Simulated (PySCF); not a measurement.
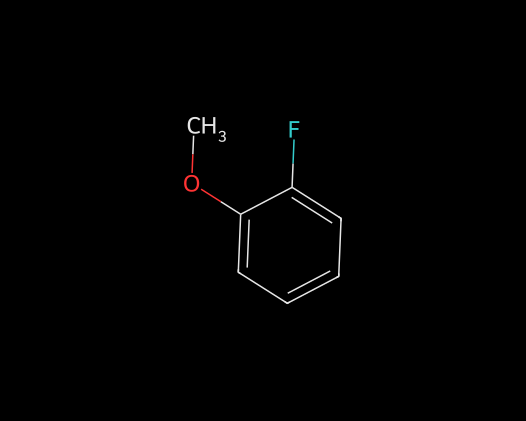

**Give its SMILES.**

COc1ccccc1F

**What is the molecular formula?**

C7H7FO.

**An optimisation with PBE0-D3(BJ)/def2-SVP gave a structure of which point group?**

Cs. Other conformers may differ.

The parts below concern this one geometry. Atoms keep their numbers from picture to picture. The computed structure is the end point of a PBE0-D3(BJ)/def2-SVP optimisation. No frequency run is at hand to confirm it as a minimum.

**Shape**

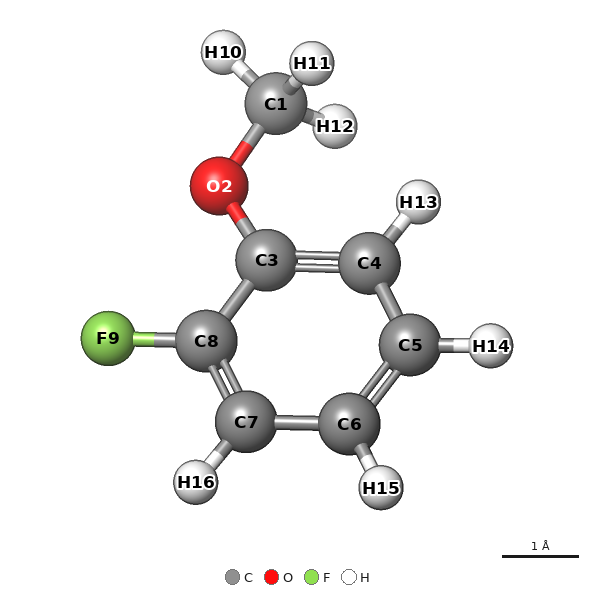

Atoms carry their numbers in the input. No frequency run is at hand to confirm it as a minimum.

**What is the geometry at C1?**

C1 has 4 neighbours (O2 at 1.40, H10 at 1.10, H11 at 1.10, H12 at 1.10 Å); the arrangement is tetrahedral.

**How are the neighbours of atom 6 arranged?**

C6 has 3 neighbours (C5 at 1.39, C7 at 1.40, H15 at 1.09 Å); the arrangement is trigonal planar.

**How are the neighbours of atom 7 arranged?**

C7 has 3 neighbours (C6 at 1.40, C8 at 1.38, H16 at 1.09 Å); the arrangement is trigonal planar.

**How are the neighbours of atom 4 arranged?**

C4 has 3 neighbours (C3 at 1.40, C5 at 1.40, H13 at 1.09 Å); the arrangement is trigonal planar.

**What is the dihedral angle C4–C5–C6–C7?**

0° in size, that is syn (eclipsed).

**Excitation**

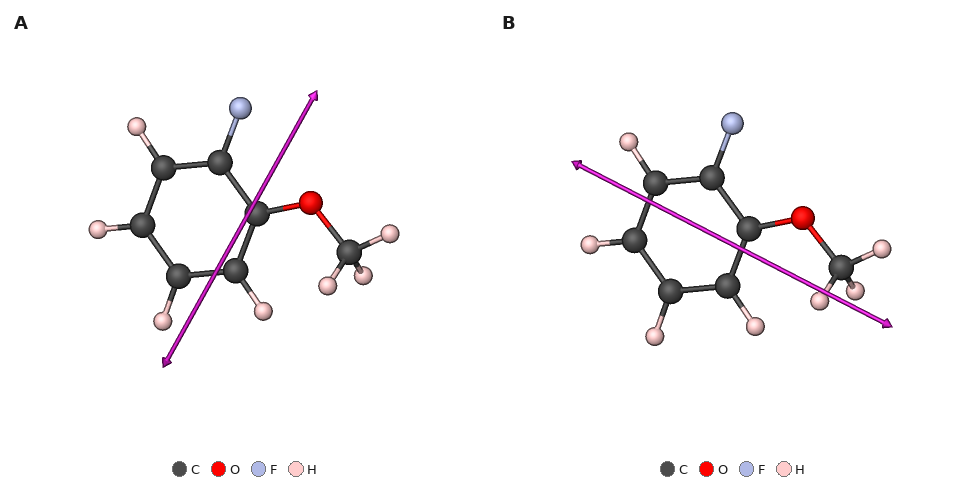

The double arrows show the directions of two transition dipoles from the ground state (lengths mean nothing). No frequency run is at hand to confirm it as a minimum. Level of theory: TDDFT ωB97X-D/def2-SVPD, vertical, IEF-PCM chloroform (non-equilibrium linear response), core orbitals frozen in the response (PySCF 2.14.0).

**One belongs to singlet state 1 and one to singlet state 4. Which is which?**

A: state 1, 5.21 eV (238 nm), oscillator strength 0.044, mainly HOMO → LUMO (weight 0.78).
B: state 4, 6.73 eV (184 nm), oscillator strength 0.74, mainly HOMO−1 → LUMO (weight 0.77).

**NMR shielding**

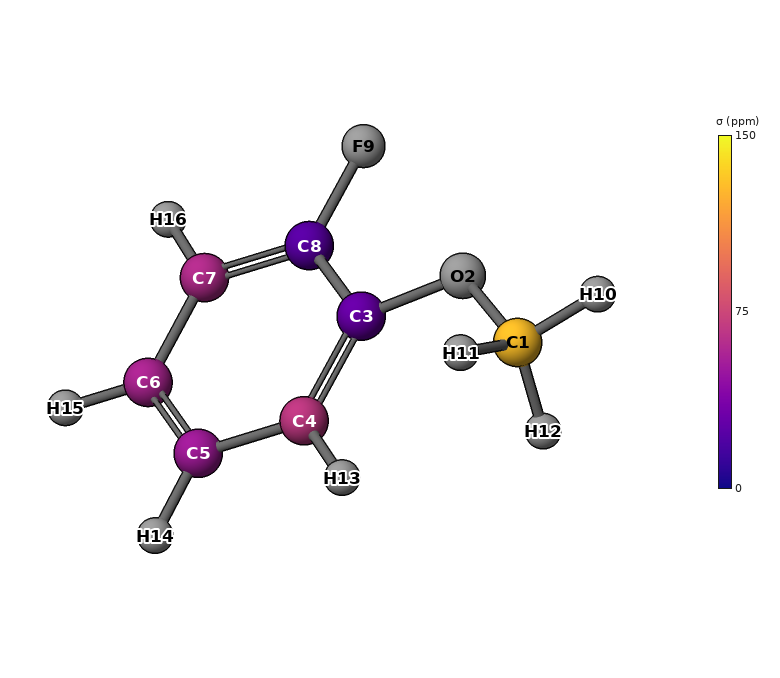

Atoms are coloured by their isotropic NMR shieldings (C only, the others grey). No frequency run is at hand to confirm it as a minimum. Method: GIAO ωB97X-D/pcSseg-1 NMR shielding, non-relativistic, IEF-PCM chloroform (PySCF 2.14.0).

Give the isotropic NMR shieldings of the C atoms atom by atom.

```json
{"atom": "C1", "σ (ppm)": "130.0"}
{"atom": "C3", "σ (ppm)": "29.8"}
{"atom": "C4", "σ (ppm)": "68.1"}
{"atom": "C5", "σ (ppm)": "53.2"}
{"atom": "C6", "σ (ppm)": "58.5"}
{"atom": "C7", "σ (ppm)": "61.6"}
{"atom": "C8", "σ (ppm)": "24.5"}
```

**Quadrupole coupling**

No frequency run is at hand to confirm it as a minimum. Electric field gradients from the ground-state density, PBE0/pcSseg-1 in chloroform (IEF-PCM) (PySCF 2.14.0), non-relativistic apart from any core potentials.

Give the largest field-gradient component, the quadrupole coupling constant and the asymmetry for 17O at O2 (Q = −25.6 mb), 2H at H10 (Q = 2.86 mb), 2H at H11 (Q = 2.86 mb).

```
atom  V_zz (a.u.)  e²qQ/h (MHz)     η
  O2        1.932        −11.62  0.64
 H10        0.288         0.193  0.08
 H11        0.272         0.183  0.08
```
